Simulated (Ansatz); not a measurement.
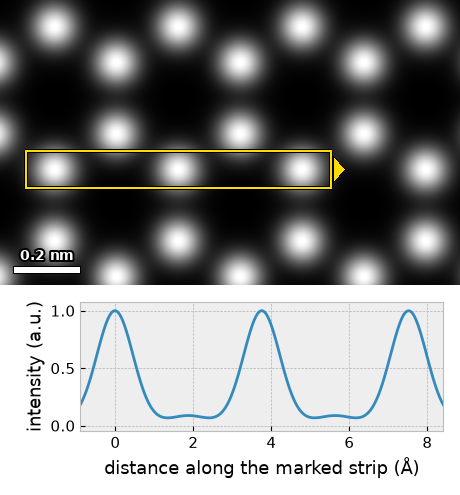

Z-contrast image of La (P6_3/mmc, No. 194) along [001]. The image is simulated as a sum over atoms of Z^1.8, blurred by a 1.09 Å probe (no channelling). The probe carries 25 % of its weight in a tail 2.5 times as wide. Model: coordinates from a relaxation with Ansatz 0.2.0, DFT PBE, scalar-relativistic, plane waves, PAW; the starting structure was generated, so it need not be a known form of this composition.

```cif
data_structure
_symmetry_space_group_name_H-M 'P6_3/mmc'
_symmetry_Int_Tables_number 194
_cell_length_a 3.7652
_cell_length_b 3.7652
_cell_length_c 6.1172
_cell_angle_alpha 90.000
_cell_angle_beta 90.000
_cell_angle_gamma 120.000
_cell_volume 75.10
loop_
_atom_site_label
_atom_site_type_symbol
_atom_site_symmetry_multiplicity
_atom_site_Wyckoff_symbol
_atom_site_fract_x
_atom_site_fract_y
_atom_site_fract_z
_atom_site_occupancy
La1 La 2 d 0.33333 0.66667 0.75000 1
```

The curve is the intensity along the marked strip, in the direction of its arrowhead, with zero distance at the first column. Brightness is counted from the darkest point of the image.

> Assign the peaks of the line profile.

```tsv
position (Å)	atoms per repeat along the beam	height (% of the highest)
0.0	1 La	100
3.8	1 La	100
7.5	1 La	100
```
